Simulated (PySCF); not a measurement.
# C3H7FOSi: one change and its effect

System: C3H7FOSi.
Method of the first run: GIAO PBE0/STO-3G NMR shielding, non-relativistic, gas phase (PySCF 2.14.0).

The geometry comes from this level: PBE0-D3(BJ)/def2-SVP. Text and figures count atoms from 1; the logs count them from 0 in places.

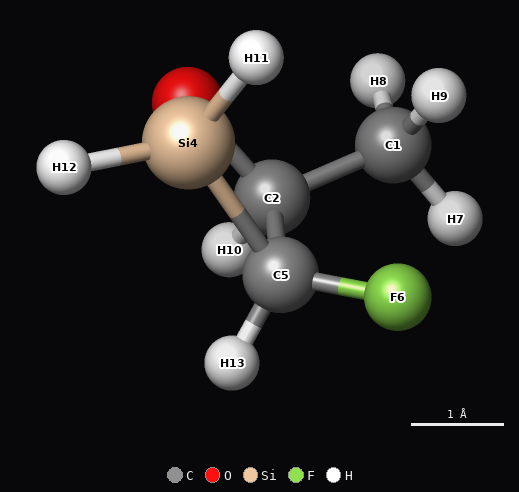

The structure (ball-and-stick view, seen at an oblique angle; atoms are numbered from 1 in the order of the input).

## Input file, the first run
```
{"job": {"kind": "nmr", "xc": "PBE0", "basis": "STO-3G", "pop": true}, "charge": 0, "multiplicity": 1}
C      1.364407    -0.134416    -0.054260
C      0.239407     0.741737     0.439069
O     -0.325389     0.242546     1.671108
Si    -1.816698    -0.177319     0.992107
C     -1.015206     0.725517    -0.480946
F     -0.844870     0.075872    -1.675574
H      1.801795     0.277665    -0.975595
H      2.146090    -0.194546     0.716265
H      1.008933    -1.152212    -0.270637
H      0.608185     1.767150     0.618665
H     -2.050838    -1.641293     0.825672
H     -2.986128     0.443216     1.679667
H     -1.390288     1.742499    -0.683502
```

The first line tells a small driver script what to run in PySCF; the rest is the geometry in Å.

Command:
```bash
OMP_NUM_THREADS=1 python <driver script> task.json out
```

Hardware: 1 CPU thread, shared host.

## Output (the first run)
```
coarse grid: 11400 points
cycle   1  E = -575.3262537073  dE =  6.516e-01  |g| = 6.250e-01  |ddm| = 4.434e+00
cycle   2  E = -575.2230894356  dE =  1.032e-01  |g| = 9.169e-01  |ddm| = 2.254e+00
cycle   3  E = -575.4735588288  dE = -2.505e-01  |g| = 5.528e-02  |ddm| = 1.309e+00
cycle   4  E = -575.4744511016  dE = -8.923e-04  |g| = 2.779e-02  |ddm| = 1.334e-01
cycle   5  E = -575.4747220373  dE = -2.709e-04  |g| = 3.594e-03  |ddm| = 4.557e-02
cycle   6  E = -575.4747261345  dE = -4.097e-06  |g| = 9.130e-04  |ddm| = 6.569e-03
final grid: 105968 points
cycle   7  E = -575.4294667267  dE = -3.944e-06  |g| = 5.373e-03  |ddm| = 1.505e-02
cycle   8  E = -575.4294641683  dE =  2.558e-06  |g| = 6.115e-03  |ddm| = 1.509e-02
cycle   9  E = -575.4294754130  dE = -1.124e-05  |g| = 3.333e-04  |ddm| = 8.273e-03
cycle  10  E = -575.4294754505  dE = -3.750e-08  |g| = 2.305e-05  |ddm| = 5.212e-04
cycle  11  E = -575.4294754506  dE = -1.867e-10  |g| = 1.471e-05  |ddm| = 6.786e-05
converged SCF energy = -575.4294754506

GIAO shielding tensors (ppm)
atom      isotropic    diamagn.    paramagn.     s11        s22        s33       span
  0 C      216.209     245.785     -29.577    209.821    211.470    227.336     17.515
  1 C      164.598     247.908     -83.311    127.506    159.212    207.076     79.570
  2 O      400.796     377.604      23.192    331.332    369.811    501.245    169.913
  3 Si     509.307     868.603    -359.296    430.581    480.486    616.854    186.273
  4 C      169.276     252.529     -83.253    133.732    168.560    205.536     71.805
  5 F      441.685     455.135     -13.450    378.160    442.934    503.959    125.799
  6 H       31.792      30.564       1.228     26.614     28.880     39.882     13.268
  7 H       31.554      29.996       1.558     26.347     28.235     40.080     13.733
  8 H       31.544      32.031      -0.487     26.862     30.452     37.318     10.456
  9 H       30.060      31.212      -1.152     26.277     27.834     36.069      9.792
 10 H       29.442      31.248      -1.806     26.011     26.848     35.467      9.456
 11 H       29.602      30.092      -0.490     26.265     26.401     36.140      9.875
 12 H       30.128      30.575      -0.447     25.982     28.797     35.605      9.623
```

The input of the second run differs as follows (lines with − go, lines with + come):
```diff
-"basis": "STO-3G"
+"basis": "cc-pVDZ"
```

How does the second run compare with the first run?

The total energy of the second run is 4532.6 kcal/mol lower, which measures the change of basis and not a stability. The HOMO goes from −3.80 to −7.72 eV. The LUMO goes from 5.61 to −0.04 eV. The dipole moment goes from 0.92 to 0.82 D. Of all shieldings, the largest change is that of O3, by −115.3 ppm. The SCF takes 14 iterations against 11. The basis functions go from 41 to 123.

## Output (the second run)
```
coarse grid: 11400 points
cycle   1  E = -582.5242686482  dE =  7.282e-01  |g| = 7.849e-01  |ddm| = 6.312e+00
cycle   2  E = -582.3095899699  dE =  2.147e-01  |g| = 1.314e+00  |ddm| = 2.791e+00
cycle   3  E = -582.6385682841  dE = -3.290e-01  |g| = 1.247e-01  |ddm| = 1.781e+00
cycle   4  E = -582.6412300461  dE = -2.662e-03  |g| = 5.694e-02  |ddm| = 2.444e-01
cycle   5  E = -582.6418242679  dE = -5.942e-04  |g| = 1.071e-02  |ddm| = 8.194e-02
cycle   6  E = -582.6418429409  dE = -1.867e-05  |g| = 4.103e-03  |ddm| = 2.013e-02
cycle   7  E = -582.6418467040  dE = -3.763e-06  |g| = 3.379e-04  |ddm| = 6.552e-03
final grid: 105968 points
cycle   8  E = -582.6525656678  dE = -1.323e-05  |g| = 1.005e-02  |ddm| = 4.804e-02
cycle   9  E = -582.6525381873  dE =  2.748e-05  |g| = 1.560e-02  |ddm| = 3.433e-02
cycle  10  E = -582.6525870863  dE = -4.890e-05  |g| = 1.265e-03  |ddm| = 2.014e-02
cycle  11  E = -582.6525874391  dE = -3.527e-07  |g| = 2.353e-04  |ddm| = 2.238e-03
cycle  12  E = -582.6525874488  dE = -9.795e-09  |g| = 9.180e-05  |ddm| = 4.089e-04
cycle  13  E = -582.6525874503  dE = -1.429e-09  |g| = 1.938e-05  |ddm| = 1.325e-04
cycle  14  E = -582.6525874504  dE = -7.594e-11  |g| = 4.332e-06  |ddm| = 3.782e-05
converged SCF energy = -582.6525874504

GIAO shielding tensors (ppm)
atom      isotropic    diamagn.    paramagn.     s11        s22        s33       span
  0 C      176.062     246.520     -70.458    161.680    176.353    190.153     28.473
  1 C      111.918     247.858    -135.940     77.775    102.434    155.545     77.769
  2 O      285.525     391.748    -106.223    257.547    286.321    312.706     55.159
  3 Si     398.577     882.183    -483.607    345.251    369.270    481.209    135.958
  4 C      109.143     240.897    -131.754     71.317    105.030    151.081     79.763
  5 F      427.678     472.481     -44.804    356.892    426.628    499.514    142.622
  6 H       30.149      29.806       0.343     26.139     27.896     36.411     10.272
  7 H       29.884      28.985       0.898     26.636     27.544     35.470      8.834
  8 H       29.704      31.480      -1.776     26.431     29.018     33.664      7.233
  9 H       26.391      30.826      -4.435     23.963     25.502     29.707      5.744
 10 H       25.465      29.608      -4.143     22.693     23.779     29.922      7.230
 11 H       25.672      28.657      -2.985     22.971     23.614     30.432      7.461
 12 H       26.007      28.986      -2.979     22.657     25.910     29.455      6.797
```

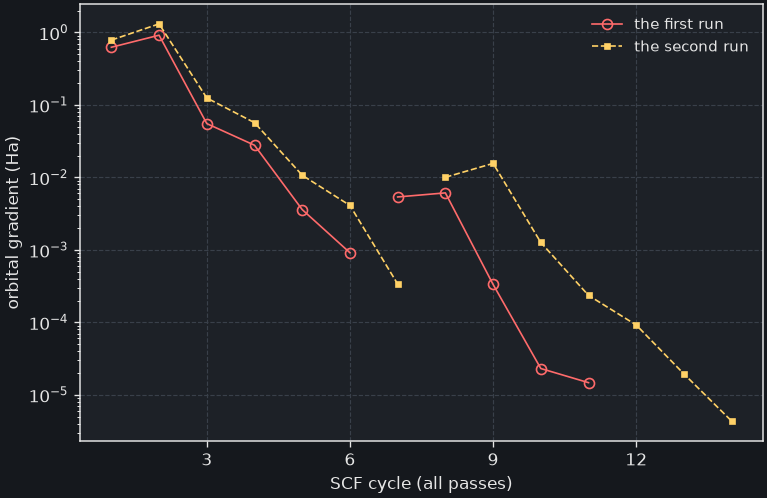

Convergence of the two runs: orbital gradient against the SCF cycle. A break in a curve parts two SCF passes (coarse and final grid). The first run takes 11 cycles in all, and the second run takes 14.

## The two runs side by side

| quantity | the first run | the second run |
| --- | --- | --- |
| outcome | converged | converged |
| total energy (hartree) | −575.429475 | −582.652587 |
| HOMO (eV) | −3.80 | −7.72 |
| LUMO (eV) | 5.61 | −0.04 |
| dipole moment (D) | 0.92 | 0.82 |
| shielding of C1 (ppm) | 216.2 | 176.1 |
| shielding of C2 (ppm) | 164.6 | 111.9 |
| shielding of O3 (ppm) | 400.8 | 285.5 |
| shielding of Si4 (ppm) | 509.3 | 398.6 |
| shielding of C5 (ppm) | 169.3 | 109.1 |
| shielding of F6 (ppm) | 441.7 | 427.7 |
| shielding of H13 (ppm) | 30.1 | 26.0 |
| SCF iterations | 11 | 14 |
| basis functions | 41 | 123 |
| wall time (shared host) | 5.6 s | 18 s |
